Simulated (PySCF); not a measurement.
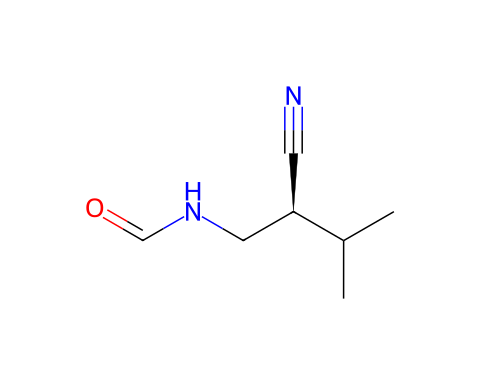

> Give its SMILES.

CC(C)[C@H](C#N)CNC=O

> Give the formula, hydrogens included.

C7H12N2O.

> An optimisation with PBE0-D3(BJ)/def2-SVP gave a structure of which point group?

C1.

More results for the same structure follow; atom numbers are the same in all pictures, views and colours differ. Computed geometry: PBE0-D3(BJ)/def2-SVP optimisation. No frequency run is at hand to confirm it as a minimum.

### NMR shielding

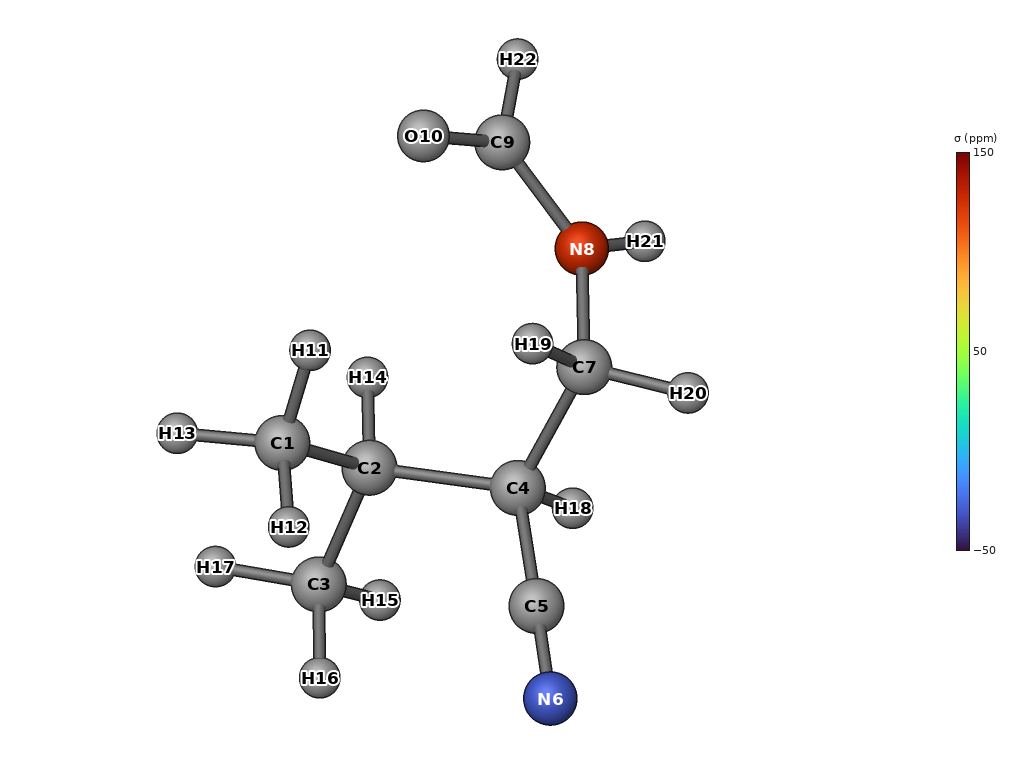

Atoms are coloured by their isotropic NMR shieldings (N only, the others grey). No frequency run is at hand to confirm it as a minimum. Level of theory: GIAO PBE0/pcSseg-1 NMR shielding, non-relativistic, IEF-PCM chloroform (PySCF 2.14.0).

List the isotropic NMR shieldings of the N atoms.

```csv
atom,σ (ppm)
N6,−29.0
N8,126.2
```

### Quadrupole coupling

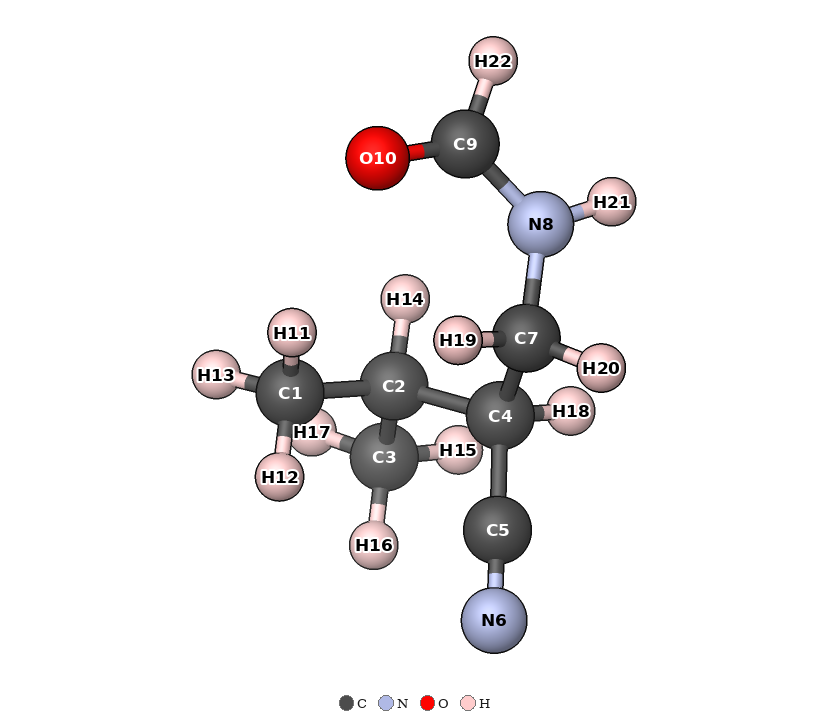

No frequency run is at hand to confirm it as a minimum. Electric field gradients from the ground-state density, PBE0/pcSseg-1 in chloroform (IEF-PCM) (PySCF 2.14.0), non-relativistic apart from any core potentials.

Give the largest field-gradient component, the quadrupole coupling constant and the asymmetry for 14N at N6 (Q = 20.44 mb), 14N at N8 (Q = 20.44 mb), 17O at O10 (Q = −25.6 mb).

```csv
atom,V_zz (a.u.),e²qQ/h (MHz),η
N6,−0.885,−4.25,0.05
N8,−0.909,−4.37,0.13
O10,−1.554,9.35,0.03
```

### Bond orders

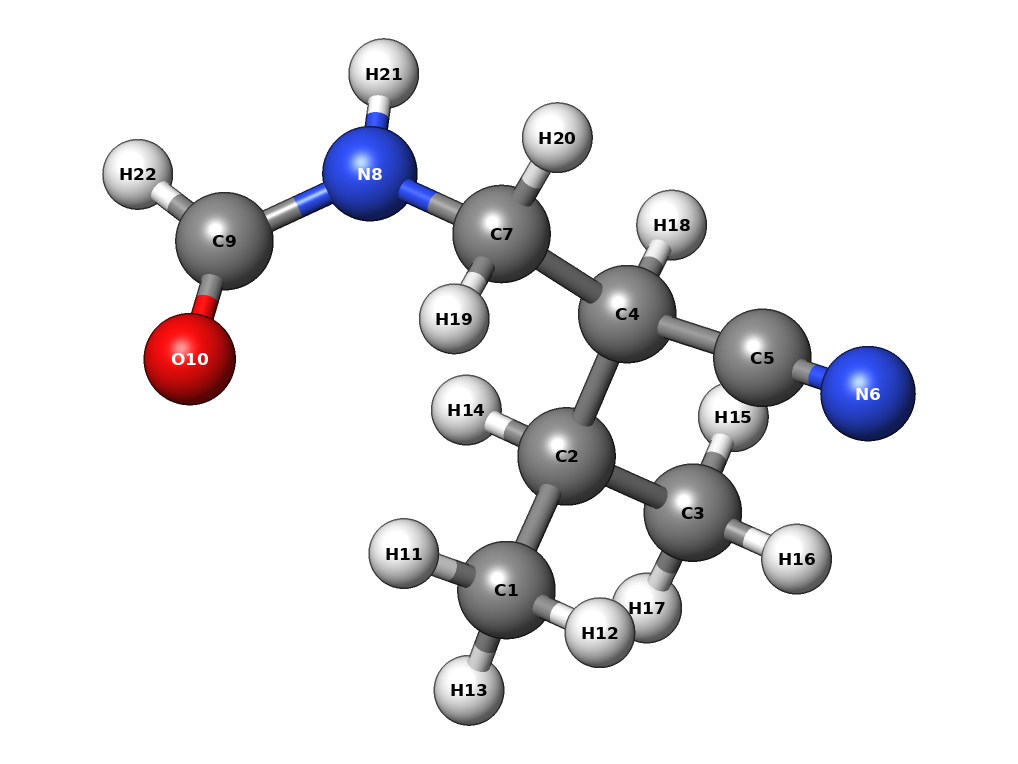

Every bond is drawn as one stick. No frequency run is at hand to confirm it as a minimum. Computed with PBE0/pcSseg-1 in chloroform (IEF-PCM) (PySCF 2.14.0).

> Which bond between heavy atoms has the highest Mayer bond order?

C5–N6, 3.05, at a length of 1.158 Å.

List the Mayer bond orders of C1–C2, C2–C3, C2–C4, C4–C5, C4–C7, C5–N6, C7–N8, N8–C9, C9–O10 (bonds between heavy atoms, one of each equivalent set).

```
  bond  Mayer order  length (Å)
 C1–C2         1.02       1.524
 C2–C3         1.04       1.524
 C2–C4         0.98       1.545
 C4–C5         0.97       1.463
 C4–C7         0.99       1.542
 C5–N6         3.05       1.158
 C7–N8         0.93       1.438
 N8–C9         1.21       1.359
C9–O10         1.85       1.209
```
